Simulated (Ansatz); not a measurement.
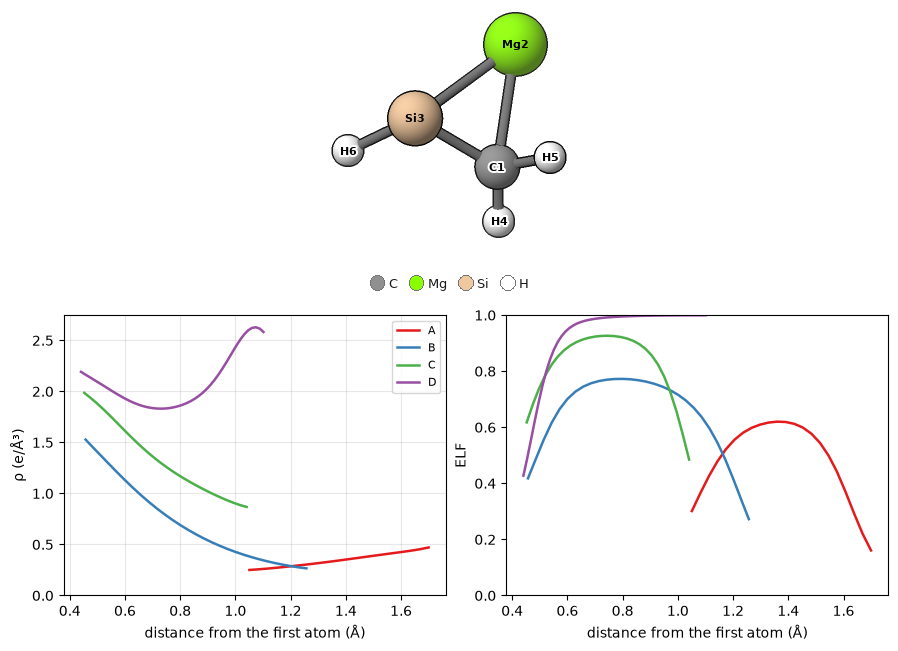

Figure. CH$_{3}$MgSi (SMILES [CH2]1[Mg][SiH+]1) (charge +1). Electron density and electron localisation function along straight lines between neighbouring atoms. The curves leave out the atomic cores. The structure is drawn too.

Geometry: r2SCAN-D4/def2-SVP.

Theory: Ansatz, isolated molecule in a Gaussian basis; Kohn-Sham density functional theory, functional PBE0.

```
atom    x (Å)    y (Å)    z (Å)
   C  -2.6371   0.4841   0.1255
  Mg  -1.4304   2.0156  -1.0670
  Si  -3.5458   2.0469   0.2121
   H  -3.0840  -0.5170   0.0172
   H  -1.6598   0.4039   0.6518
   H  -4.9454   1.8584  -0.2919
```

**Which curve belongs to which contact (C–H, C–Mg, C–Si and Mg–Si)? The first atom named is at distance zero.**

Curve A: Mg–Si (2.47 Å): ρ is about 0.3 e/Å³ halfway; the ELF peaks at about 0.60 in the valence shell of Si, 1.1 Å from its nucleus, and is about 0.60 at the midpoint. Curve B: C–Mg (2.29 Å): the density is about 0.32 e/Å³ at the midpoint; the ELF peaks at about 0.75 in the valence shell of C, 0.8 Å from its nucleus, and is about 0.55 at the midpoint. Curve C: C–Si (1.81 Å): the density is about 1 e/Å³ at the midpoint; the ELF peaks at about 0.95 between the atoms: a shared electron pair. Curve D: C–H (1.10 Å): ρ is about 2 e/Å³ halfway; the ELF climbs to about 1 towards the hydrogen, as it does in any bond to H: an ordinary covalent bond to hydrogen.
